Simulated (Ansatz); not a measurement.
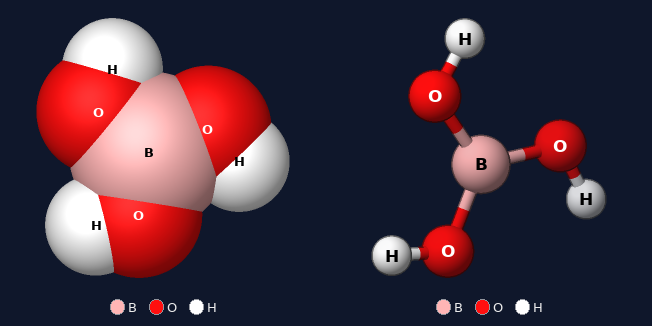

The same structure drawn twice, from different directions.

Describe the molecule.

The molecule is BH₃O₃. This geometry has C3h symmetry. All atoms lie on one plane. Coordination: 1 B trigonal planar; 3 O bent.

More results for the same structure follow; atom numbers are the same in all pictures, views and colours differ. The computed structure is the end point of a PBE0-D4/def2-TZVP optimisation.

### Charges

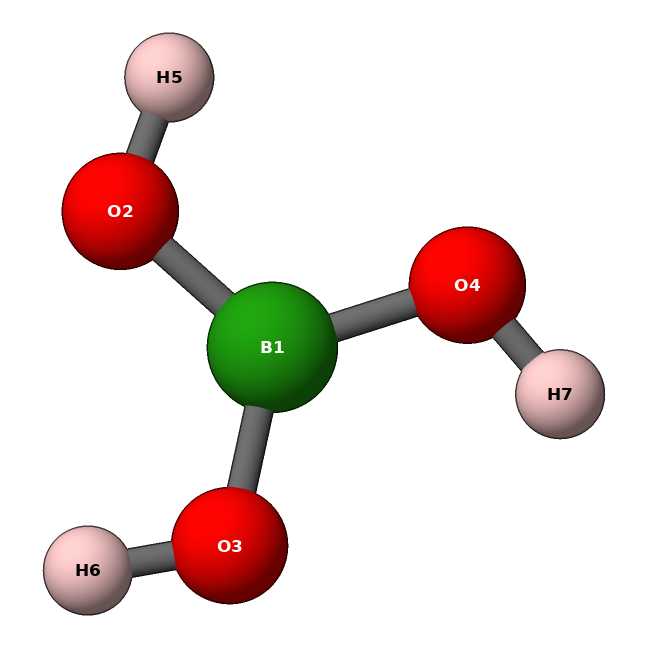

The questions are on Mulliken charges. Properties computed with RKS PBE0-D4/def2-TZVP (Ansatz 0.2.0).

List the Mulliken charges.

| atom | value (e) |
| --- | --- |
| B1 | 0.35 |
| O2 | −0.45 |
| O3 | −0.45 |
| O4 | −0.45 |
| H5 | 0.34 |
| H6 | 0.34 |
| H7 | 0.34 |

### Electronic properties

Level of theory: RKS PBE0-D4/def2-TZVP (Ansatz 0.2.0).

Computed properties:

- harmonic zero-point energy: 129.5 kJ/mol
- dispersion correction: −6.7 kJ/mol

### Thermal motion

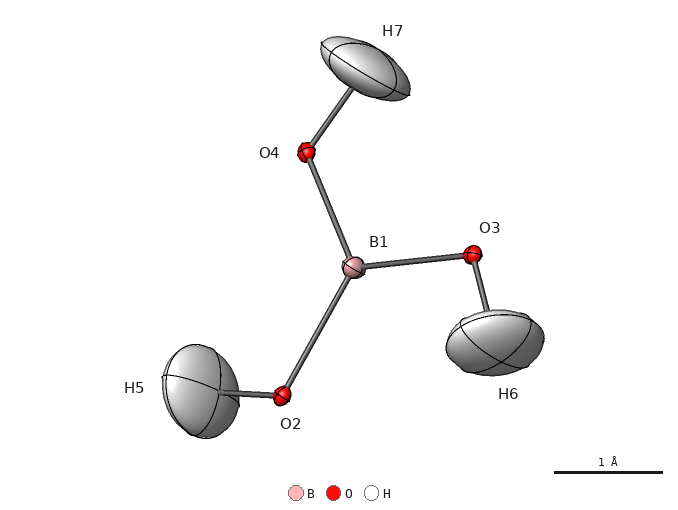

Displacement ellipsoids at the 50 % level, enlarged 2 times, from the internal vibrations of the free molecule (harmonic, no overall translation or rotation; no half-axis is drawn under 0.075 Å). Vibrations computed with RKS PBE0-D4/def2-TZVP (Ansatz 0.2.0). Temperature: 0 K (zero-point motion alone).

Question: Which atom has the largest mean-square displacement?

Answer: H5, H6, H7, with U_eq = 0.0180 Å².

Question: Does H5 move more along its bond or across it?

Answer: Across it: the root-mean-square amplitude is 0.070 Å along the bond and up to 0.175 Å across, since bending and torsion are softer than stretching.

Give the displacement parameters, one line for each set of equivalent atoms.

| atom | U_eq (Å²) | rms amplitudes (Å) |
| --- | --- | --- |
| B1 | 0.0014 | 0.033, 0.033, 0.044 |
| O2, O3, O4 | 0.00070 | 0.017, 0.029, 0.032 |
| H5, H6, H7 | 0.0180 | 0.069, 0.137, 0.175 |

Mulliken values depend strongly on the basis set and can even reverse the polarity of a bond.
